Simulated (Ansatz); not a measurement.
AlN2H5Cl2: several calculations on one system

### Relaxation

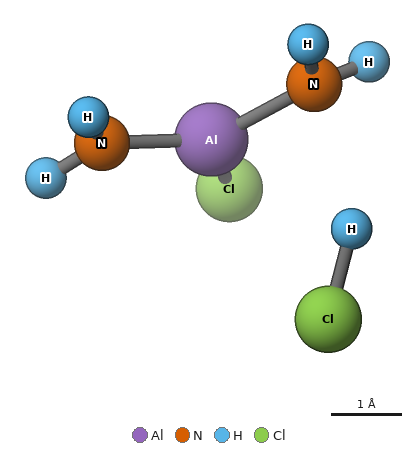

This is the input geometry for a relaxation of AlN$_{2}$H$_{5}$Cl$_{2}$. Style: ball-and-stick. Shown at a tilt.

The run prepares an end point of a later path (reaction) calculation, from a guessed geometry.

Computed with RKS B3LYP-D4/def2-SVP in Ansatz.

Input file:
```yaml
crystal:
  periodic: [false, false, false]
  atoms:
    - { symbol: Al, position_ang: [0.012088, -0.14011, 0.089598] }
    - { symbol: "N", position_ang: [-0.01474, -0.231928, 1.958631] }
    - { symbol: H, position_ang: [-0.816484, -0.625646, 2.444137] }
    - { symbol: H, position_ang: [0.827798, -0.382633, 2.505342] }
    - { symbol: "N", position_ang: [1.528516, -0.011099, -0.796459] }
    - { symbol: H, position_ang: [2.448237, 0.03436, -0.370121] }
    - { symbol: H, position_ang: [1.597005, 0.14243, -1.797181] }
    - { symbol: Cl, position_ang: [-1.829284, -0.337965, -0.908182] }
    - { symbol: Cl, position_ang: [-0.52546, 3.081684, 1.130911] }
    - { symbol: H, position_ang: [-0.384677, 1.984807, 1.892324] }
basis:
  gaussian: { orbitals: def2-SVP }
hamiltonian:
  xc: b3lyp
  dispersion: d4
relax:
  f_tol: 0.03
  max_steps: 50
output:
  orbitals: {}
```

Run as
```bash
ansatz run input.yaml --threads 2 --pin off --max-ram 3072MiB --backend cpu --events-out ev --progress --plain --runs-dir out
```

Where does the relaxation end?

After 16 accepted moves (19 points after the start) the energy has fallen by 2.060 eV. The largest force component goes from 1.5 to 0.021 eV/Å. The line search rejected the trial steps at points 8, 16, 18 of the run. H10 moves most after the best rigid fit: 1.33 Å. By element the largest moves are H 1.33 Å, Al 0.85 Å, Cl 0.83 Å, N 0.34 Å. Some distances before and after: Cl9–H10 1.343 → 2.951 Å, Al1–Cl9 3.428 → 2.147 Å, N2–H10 2.248 → 1.023 Å, Al1–N2 1.871 → 2.035 Å. New bonds form, among them: Al1–Cl9 (3.43 → 2.15 Å), N2–H10 (2.25 → 1.02 Å). Bonds break, among them: Cl9–H10 (1.34 → 2.95 Å). Bond angles that change, for instance: N2–Al1–Cl8 117.2° → 98.3°, N2–Al1–N5 121.2° → 104.5°, Al1–N2–H4 122.2° → 108.8°. The run took 69 s on 2 threads of Arm Neoverse V2 (shared host), peak memory 0.24 GiB.

Step by step:

```csv
step,"E − E(0), eV","largest force component, eV/Å",note
0,0.0000,1.5016,
1,-0.1465,0.5508,
2,-0.1682,0.9074,
3,-0.1972,0.5606,
4,-0.2362,0.4954,
5,-0.3435,0.9042,
6,-0.6048,1.8884,
7,-1.2150,1.4183,
8,-1.1836,7.9518,rejected
9,-1.4900,1.1421,
10,-1.6425,1.1121,
11,-1.8327,0.4331,
12,-1.9534,0.2296,
13,-2.0270,0.2883,
14,-2.0322,0.5837,
15,-2.0535,0.2408,
16,-2.0463,0.2974,rejected
17,-2.0586,0.0712,
18,-2.0421,0.4862,rejected
19,-2.0602,0.0214,
```

Final geometry:

```xyz
10

Al   -0.0551    0.7105    0.0411
N    -0.1162    0.0921    1.9784
H    -0.9095   -0.5346    2.1373
H     0.7475   -0.4145    2.1900
N     1.5291    0.1336   -0.5634
H     2.3046    0.7733   -0.7163
H     1.5868   -0.6141   -1.2503
Cl   -1.7860   -0.3380   -0.6736
Cl   -0.2617    2.8187    0.3882
H    -0.1965    0.8871    2.6177
```

After the run, drawn alike:

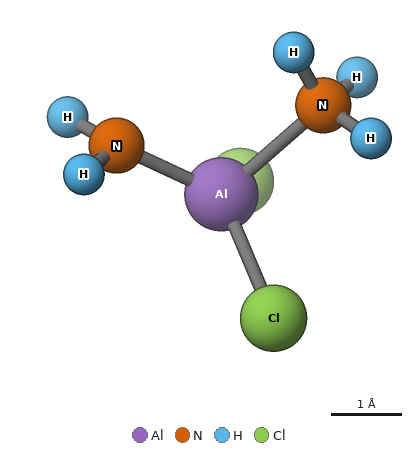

Limits of the set-up: the start holds two separate molecules, 2.2 Å apart at their closest, whose relative position is a soft coordinate.

### Relaxation

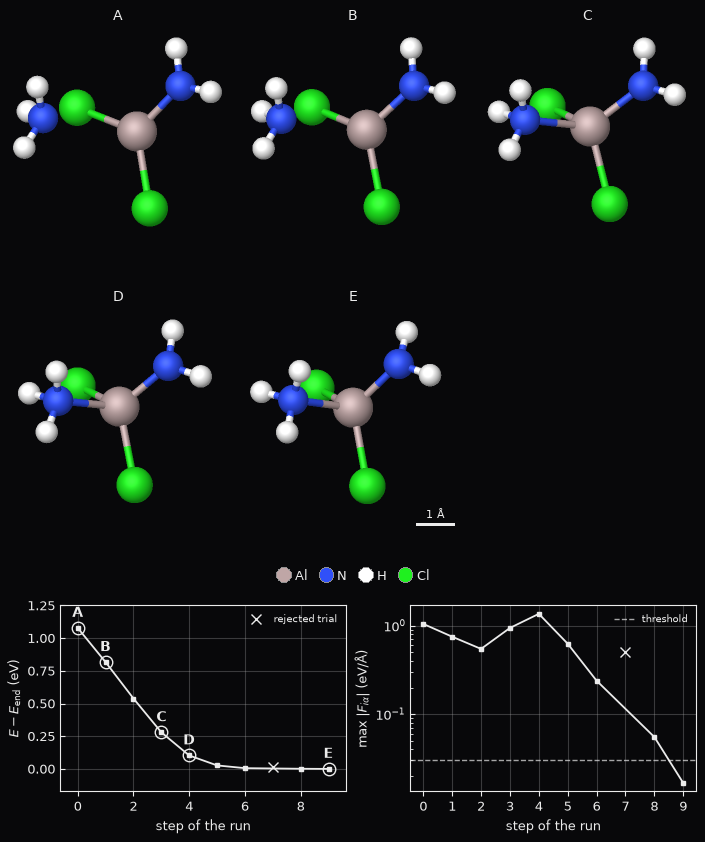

Frames of a relaxation of AlN$_{2}$H$_{5}$Cl$_{2}$, marked on the history of the run. Style: ball-and-stick. Shown at a tilt.

The run prepares an end point of a later path (reaction) calculation, from a guessed geometry.

Level of theory: Ansatz, RKS B3LYP-D4/def2-SVP. Settings: no spin polarisation; force threshold 0.03 eV/Å; at most 50 steps.

Describe the path.

Answer. The largest moves after the best rigid fit, 0.78 Å, are those of H atoms. Largest moves by element: H 0.78 Å, Al 0.56 Å, Cl 0.54 Å, N 0.54 Å. Among the contacts that change: Al–N 3.093 → 2.034 Å, Al–Cl 2.196 → 2.146 Å, Al–Cl 2.097 → 2.146 Å, Al–N 1.760 → 1.790 Å. New bonds form, among them: Al–N (3.09 → 2.03 Å). Bond angles that change, for instance: N–Al–Cl 121.6° → 117.2°, Al–N–H 126.3° → 122.3°, Al–N–H 123.1° → 120.8°. After 8 accepted moves (9 points after the start) the energy has fallen by 1.078 eV. The largest force component goes from 1 to 0.017 eV/Å. The line search rejected the trial step at point 7 of the run. From step 0 to 1: the Al atom moves most (0.19 Å), energy −0.262 eV. From step 1 to 3: the Al atom moves most (0.39 Å), energy −0.537 eV. From step 3 to 4: an H atom moves most (0.19 Å), energy −0.177 eV. From step 4 to 9: an H atom moves most (0.23 Å), energy −0.103 eV.

```csv
step,"E − E(0), eV","largest force component, eV/Å",note
0,0.0000,1.0453,
1,-0.2616,0.7494,
2,-0.5398,0.5459,
3,-0.7986,0.9414,
4,-0.9756,1.3584,
5,-1.0516,0.6244,
6,-1.0726,0.2388,
7,-1.0662,0.5081,rejected
8,-1.0771,0.0552,
9,-1.0783,0.0167,
```

Limits of the set-up: the start holds two separate molecules, 2.6 Å apart at their closest, whose relative position is a soft coordinate.

### Path

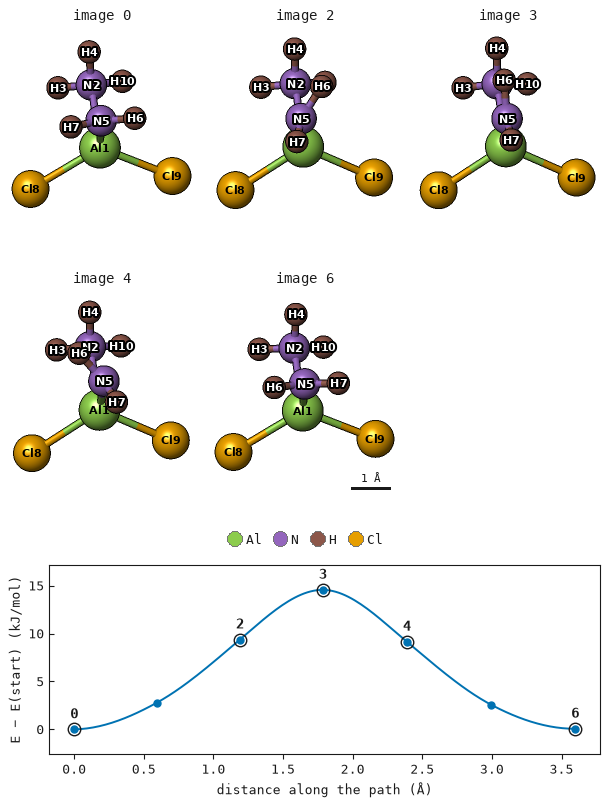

NEB run on AlN2H5Cl2. Images are numbered from 0 (start) to 6 (end). The picture is a ball-and-stick view, seen from a free direction.

All numbers below come from RKS B3LYP-D4/def2-SVP in Ansatz. Run with 5 movable images; climbing image; force threshold 0.05 eV/Å; iteration limit 60; starting path through a guess of the saddle point.

### Read off the barrier and say what moves.

No bond forms or breaks between the ends. Bond angles that change up to the highest image, for instance: Al1–N2–H4 108.8° → 115.6°, Al1–N5–H6 121.5° → 127.4°. The two ends have nearly the same energy, and the highest point, image 3, lies 14.6 kJ/mol above the start. The band converged in 15 iterations. The largest component of the band force went from 85 to 0.033 eV/Å. The climbing image converged on the top of the path. Its vibrational analysis gives one imaginary mode (285i cm⁻¹), as a transition state must have.
